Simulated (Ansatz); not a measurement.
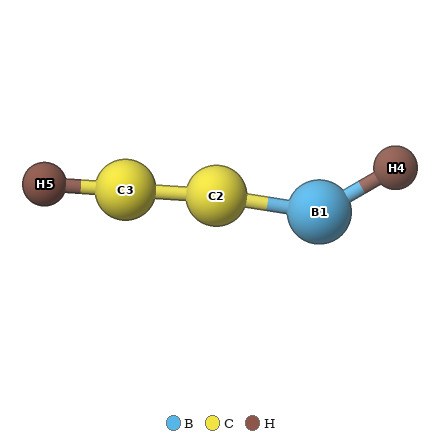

The system is C₂H₂B, SMILES B=C=[CH], spin multiplicity 2; the picture shows the grid point nearest to the relaxed geometry. Two internal coordinates are moved rigidly from the geometry relaxed at PBE0-D4/def2-TZVP, all others fixed. The first coordinate is: bond B1–C2; the second: bond C3–H5. The scan uses a 7 × 7 grid. All energies are given in kJ/mol relative to the lowest grid point. Computed with UKS PBE-D4/def2-TZVPP in Ansatz 0.2.0.

Its coordinates:

```json
{"atom": "B", "x (Å)": "-1.2730", "y (Å)": "0.5461", "z (Å)": "-0.0719"}
{"atom": "C", "x (Å)": "0.0261", "y (Å)": "0.0325", "z (Å)": "-0.0773"}
{"atom": "C", "x (Å)": "1.1754", "y (Å)": "-0.3676", "z (Å)": "-0.1802"}
{"atom": "H", "x (Å)": "-2.2466", "y (Å)": "0.5628", "z (Å)": "0.5965"}
{"atom": "H", "x (Å)": "2.1998", "y (Å)": "-0.7262", "z (Å)": "-0.2685"}
```

Range: bond B1–C2 from 1.245 to 1.881 Å; bond C3–H5 from 0.959 to 1.279 Å.

Question: Predict the map.

Answer: The lowest grid point is at bond B1–C2 = 1.503 Å, bond C3–H5 = 1.089 Å. The bottom of the well lies between grid points, at about bond B1–C2 = 1.448 Å, bond C3–H5 = 1.071 Å, about 5.3 kJ/mol lower on the interpolated surface. It is the only kind of minimum in the scanned range. The highest grid point, bond B1–C2 = 1.881 Å, bond C3–H5 = 1.279 Å, lies 203 kJ/mol above the lowest. Round the minimum the two coordinates are nearly uncoupled.

| bond C3–H5 ↓, bond B1–C2 → | 1.245 | 1.307 | 1.397 | 1.503 | 1.621 | 1.747 | 1.881 |
| --- | --- | --- | --- | --- | --- | --- | --- |
| 1.279 | 149 | 92 | 55 | 55 | 86 | 139 | 203 |
| 1.211 | 122 | 65 | 28 | 27 | 59 | 112 | 176 |
| 1.148 | 103 | 47 | 9 | 9 | 41 | 94 | 158 |
| 1.089 | 94 | 38 | 0 | 0 | 32 | 85 | 149 |
| 1.036 | 96 | 40 | 2 | 2 | 34 | 87 | 151 |
| 0.990 | 108 | 51 | 14 | 14 | 46 | 99 | 163 |
| 0.959 | 123 | 66 | 29 | 28 | 60 | 113 | 178 |

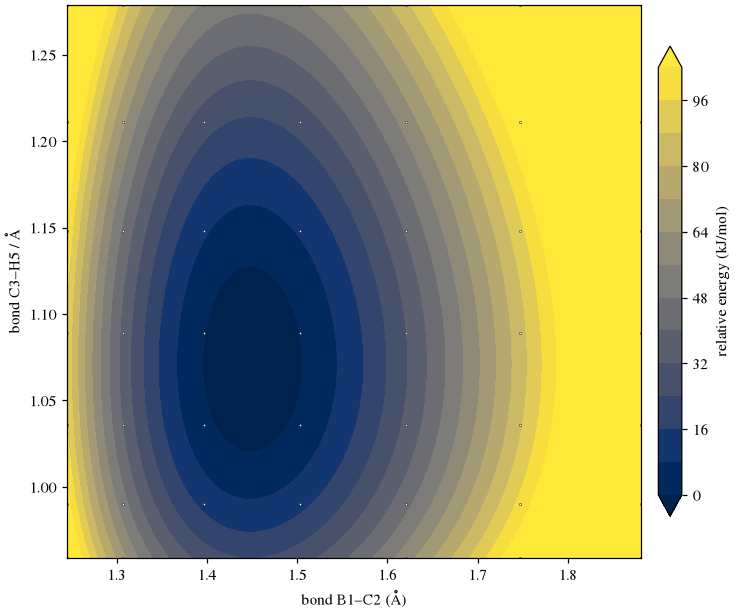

In the figure: filled contours, dots at the grid points, one colour for all values above the top of the scale. Between grid points the surface is interpolated.
